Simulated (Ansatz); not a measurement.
**HfN (Fm-3m): all-electron equation of state from a Python script**

Wanted for HfN (Fm-3m): an all-electron equation of state.

Computed with Ansatz 0.2.0 through its Python package. Level of theory: DFT PBE, all-electron LAPW.

## 1. Starting point

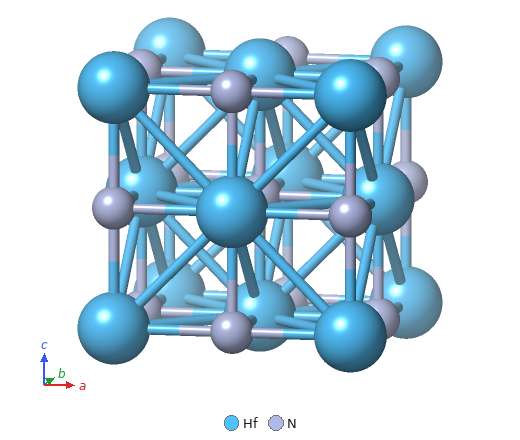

The structure that the script starts from, seen slightly off an axis (hafnium blue, nitrogen light blue). The cell is the conventional one. Atoms on cell faces are repeated.

No structure file is read: the coordinates are typed or built in the script.

## 2. The code

The input, run_eos_lapw.py:

```python
"""All-electron equation of state of HfN."""

import ansatz as az
from ase.eos import EquationOfState
from ase.units import GPa
import numpy as np

VECTORS = np.array([
    [0.0, 2.256, 2.256],
    [2.256, 0.0, 2.256],
    [2.256, 2.256, 0.0],
])
SITES = [
    ("Hf", (0.0, 0.0, 0.0)),
    ("N", (0.5, 0.5, 0.5)),
]


def crystal_on(cell):
    crystal = az.Crystal(lattice=az.Lattice.of(cell))
    for symbol, position in SITES:
        crystal = crystal.atom(symbol, position)
    return crystal

volumes, energies = [], []
for scale in np.linspace(0.94, 1.06, 7):
    cell = VECTORS * scale ** (1 / 3)
    model = crystal_on(cell).calculation()
    model = model.functional("pbe")
    model = model.occupations("fermi_dirac", width=0.1)
    model = model.kpoints(9, 9, 9)
    model = model.pseudopotentials("all_electron", lapw=True)
    summary = model.run(threads=1).report
    volumes.append(abs(np.linalg.det(cell)) / len(SITES))
    energies.append(summary["free_energy_ev"] / len(SITES))
    print(f"{scale:.3f} {volumes[-1]:9.4f} A^3/atom {energies[-1]:16.5f} eV/atom  (estimated basis error {1000 * summary['lapw_basis_errors']['total_ev_per_atom']:.2f} meV/atom)")
v0, e0, bulk = EquationOfState(volumes, energies, eos="birchmurnaghan").fit()
print(f"V0 = {v0:.4f} A^3/atom, B0 = {bulk / GPa:.1f} GPa")
```

## 3. The calls as engine input

The package turns the script's settings into the engine's input (first run):

```yaml
crystal:
  lattice:
    - [0.0, 2.2099462612623064, 2.2099462612623064]
    - [2.2099462612623064, 0.0, 2.2099462612623064]
    - [2.2099462612623064, 2.2099462612623064, 0.0]
  atoms:
    - { symbol: Hf, position: [0.0, 0.0, 0.0] }
    - { symbol: "N", position: [0.5, 0.5, 0.5] }
kpoints:
  mp_grid:
    grid: [9, 9, 9]
hamiltonian:
  xc: pbe
  pseudopotentials:
    kind: all_electron
    lapw: {}
scf:
  occupations:
    method: fermi_dirac
    width: 0.1
```

## 4. The run

The run is started by

```bash
$ python run_eos_lapw.py
```

Log:

```text
0.940   10.7931 A^3/atom    -205871.78377 eV/atom  (estimated basis error 0.09 meV/atom)
0.960   11.0227 A^3/atom    -205871.81720 eV/atom  (estimated basis error 0.09 meV/atom)
0.980   11.2524 A^3/atom    -205871.84034 eV/atom  (estimated basis error 0.09 meV/atom)
1.000   11.4820 A^3/atom    -205871.85421 eV/atom  (estimated basis error 0.08 meV/atom)
1.020   11.7116 A^3/atom    -205871.85972 eV/atom  (estimated basis error 0.08 meV/atom)
1.040   11.9413 A^3/atom    -205871.85770 eV/atom  (estimated basis error 0.08 meV/atom)
1.060   12.1709 A^3/atom    -205871.84887 eV/atom  (estimated basis error 0.08 meV/atom)
V0 = 11.7616 A^3/atom, B0 = 263.2 GPa
```

It took 84 s on 1 thread of Arm Neoverse V2, shared host; peak memory 0.44 GiB.

## 5. Inputs of later runs

The engine's inputs for some of the other runs:

Run 2, against run 1:

```diff
@@ -3,3 +3,3 @@
-    - [0.0, 2.2099462612623064, 2.2099462612623064]
-    - [2.2099462612623064, 0.0, 2.2099462612623064]
-    - [2.2099462612623064, 2.2099462612623064, 0.0]
+    - [0.0, 2.2255097758758158, 2.2255097758758158]
+    - [2.2255097758758158, 0.0, 2.2255097758758158]
+    - [2.2255097758758158, 2.2255097758758158, 0.0]
```

Run 3, against run 1:

```diff
@@ -3,3 +3,3 @@
-    - [0.0, 2.2099462612623064, 2.2099462612623064]
-    - [2.2099462612623064, 0.0, 2.2099462612623064]
-    - [2.2099462612623064, 2.2099462612623064, 0.0]
+    - [0.0, 2.24085860418363, 2.24085860418363]
+    - [2.24085860418363, 0.0, 2.24085860418363]
+    - [2.24085860418363, 2.24085860418363, 0.0]
```

Run 4, against run 1:

```diff
@@ -3,3 +3,3 @@
-    - [0.0, 2.2099462612623064, 2.2099462612623064]
-    - [2.2099462612623064, 0.0, 2.2099462612623064]
-    - [2.2099462612623064, 2.2099462612623064, 0.0]
+    - [0.0, 2.256, 2.256]
+    - [2.256, 0.0, 2.256]
+    - [2.256, 2.256, 0.0]
```

Lines on the test bed's own set-up are left out of the output.

## 6. What each run gave

One row for each of the 7 runs:

```csv
run,volume (Å³/atom),energy from run 5 (meV/atom),SCF cycles,CPU time (s)
1,10.793,75.95,10,12
2,11.023,42.53,10,12
3,11.252,19.39,10,12
4,11.482,5.51,10,12
5,11.712,0.00,10,12
6,11.941,2.02,10,12
7,12.171,10.85,10,12
```

Energies are free energies F = E - TS of the smeared occupations. 

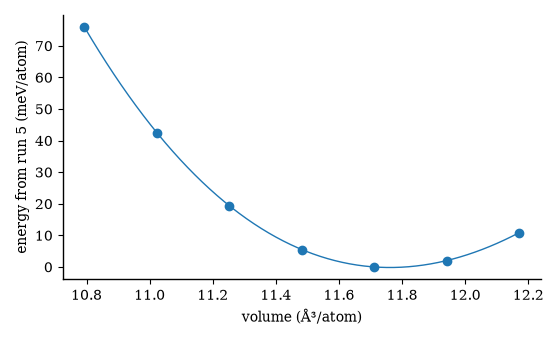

Energy against volume; the line is a third-order Birch-Murnaghan fit.

## 7. Results

| quantity | value |
| --- | --- |
| runs compared | 7 |
| range of energy | 75.95 meV/atom |
| lowest point, volume (Å³/atom) | 11.712 |
| equilibrium volume (fit) | 11.76 Å³/atom |
| bulk modulus (fit) | 263 GPa |

**Reading.** A third-order Birch-Murnaghan fit through the 7 points has its minimum at 11.76 Å³ an atom, 2.4 % above the typed cell, with a bulk modulus of 263 GPa and dB/dP = 4.3. From that minimum the energy rises by 76.1 meV an atom on the compressed side and 11.0 meV on the expanded side. Reading the output:
- All-electron totals depend on functional, relativistic treatment and basis; only differences at equal settings carry meaning.
- No spin polarisation was allowed.
- For a metal this k-point mesh is coarse: on a finer one energies can move by several to tens of meV an atom and pressures by half a GPa or more, differences at one mesh by less.
- Spin-orbit coupling, which matters for elements this heavy, is left out.
